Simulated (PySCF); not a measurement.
**CH4BFO (SMILES BOCF): M06-2X/cc-pVTZ**

Aim: the vertical singlet–triplet gap of CH4BFO at M06-2X/cc-pVTZ, from 2 runs. The job is set up through a Python script.

The results are computed with PySCF 2.14.0.

## (1) Starting point

The species is CH4BFO (8 atoms), meant as a singlet with charge 0. As SMILES, `BOCF`. The shape is that of a PBE0-D4/def2-TZVP optimisation. This is one conformer, not always the lowest.

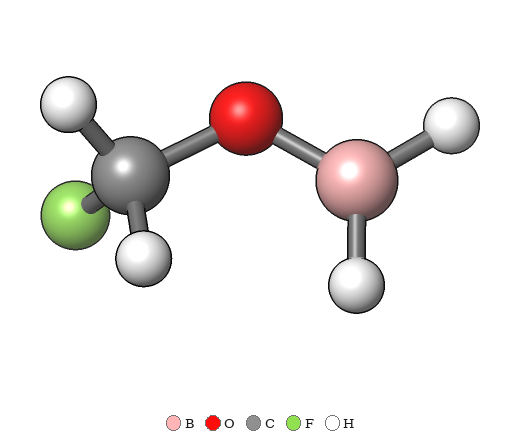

Viewed from a chosen angle; boron pink, oxygen red, carbon grey, fluorine green, hydrogen white.

## (2) A single-point energy at M06-2X/cc-pVTZ

File run.py:

```python
# BOCF
from pyscf import gto, dft

mol = gto.M(
    atom='''
B     -1.692439     1.525954     1.087915
O      0.394575     0.079557     1.330934
C      1.472286    -1.114749    -0.742473
F      0.802756    -3.602007    -0.710159
H     -2.588736     1.868561    -0.968296
H     -2.534123     2.424897     2.977075
H      0.794630    -0.288372    -2.514281
H      3.525284    -1.001555    -0.565973
''',
    verbose=3,
    basis='cc-pvtz',
    charge=0,
    unit='bohr',
    max_memory=1860,
)

calc0 = dft.RKS(mol)
calc0.xc = 'm06-2x'
calc0.conv_tol = 1e-10
calc0.grids.level = 4
calc0.kernel()
if not calc0.converged:
    calc0 = calc0.newton().run(calc0.mo_coeff, calc0.mo_occ)

e_final = calc0.e_tot
print(f'total energy: {e_final:.8f} hartree')
```

On the command line:

```sh
$ OMP_NUM_THREADS=1 python run.py
```

The program printed:

```text
converged SCF energy = -240.452979179367
total energy: -240.45297918 hartree
```

Run time: 31 s. Hardware: 1 thread of AMD EPYC 9R14 (Zen 4), shared host; peak memory 1.6 GiB.

## (3) The triplet at the same level

File run.py:

```python
from pyscf import gto, dft

mol = gto.Mole()
mol.atom = [
    ('B', (-0.895600, 0.807500, 0.575700)),
    ('O', (0.208800, 0.042100, 0.704300)),
    ('C', (0.779100, -0.589900, -0.392900)),
    ('F', (0.424800, -1.906100, -0.375800)),
    ('H', (-1.369900, 0.988800, -0.512400)),
    ('H', (-1.341000, 1.283200, 1.575400)),
    ('H', (0.420500, -0.152600, -1.330500)),
    ('H', (1.865500, -0.530000, -0.299500)),
]
mol.spin = 2
mol.charge = 0
mol.basis = 'cc-pvtz'
mol.verbose = 3
mol.max_memory = 1860
mol.build()

myscf = dft.UKS(mol, xc='m06-2x')
myscf.conv_tol = 1e-10
myscf.grids.level = 4
myscf.kernel()
if not myscf.converged:
    myscf = myscf.newton().run(myscf.mo_coeff, myscf.mo_occ)

e_final = myscf.e_tot
print('Final energy', e_final)
```

On the command line:

```sh
$ OMP_NUM_THREADS=1 python run.py
```

The program printed:

```text
WARN: HOMO -0.0572665511306596 >= LUMO -0.359484884734161

WARN: HOMO -0.148455873703607 >= LUMO -0.225143240196539

WARN: HOMO -0.162052373179773 >= LUMO -0.236384962261583

WARN: HOMO -0.163272819218957 >= LUMO -0.227629472467422

WARN: HOMO -0.163321818763039 >= LUMO -0.224859697576271

WARN: HOMO -0.162772074597459 >= LUMO -0.223492176197288

WARN: HOMO -0.163019052643875 >= LUMO -0.223457743394814

WARN: HOMO -0.162871628392676 >= LUMO -0.223270612209173

WARN: HOMO -0.162693348762168 >= LUMO -0.223153516248196

WARN: HOMO -0.162635460844971 >= LUMO -0.223208435593671

WARN: HOMO -0.162595060087533 >= LUMO -0.223187796266313

WARN: HOMO -0.162604635958557 >= LUMO -0.223194506466083

WARN: HOMO -0.162604300670894 >= LUMO -0.223193399256459

WARN: HOMO -0.162605390362305 >= LUMO -0.223191072854002

WARN: HOMO -0.162606809699925 >= LUMO -0.223192073613813

WARN: HOMO -0.162606973610847 >= LUMO -0.223192386570293

WARN: HOMO -0.16260641453613 >= LUMO -0.223192347194184

WARN: HOMO -0.162606398184057 >= LUMO -0.223192327655379

converged SCF energy = -240.226145092316  <S^2> = 2.0065609  2S+1 = 3.0043708
Final energy -240.2261450923155
```

Wall time 81 s (1 thread of AMD EPYC 9R14 (Zen 4), shared host); peak memory 1.6 GiB.

## (4) Results

Level: M06-2X/cc-pVTZ.

```
                                        quantity          value
                           singlet: total energy  -240.45298 Eh
                          singlet: dipole moment         1.78 D
                            singlet: HOMO energy      -10.53 eV
                            singlet: LUMO energy        0.22 eV
                          singlet: HOMO–LUMO gap       10.75 eV
                           triplet: total energy  -240.22615 Eh
                          triplet: dipole moment         1.86 D
     triplet: HOMO energy (highest over α and β)       -4.42 eV
                                   triplet: ⟨S²⟩          2.007
vertical energy of the triplet above the singlet       6.172 eV
```

What this shows: At this shape the triplet lies 6.17 eV (596 kJ/mol) above the singlet.
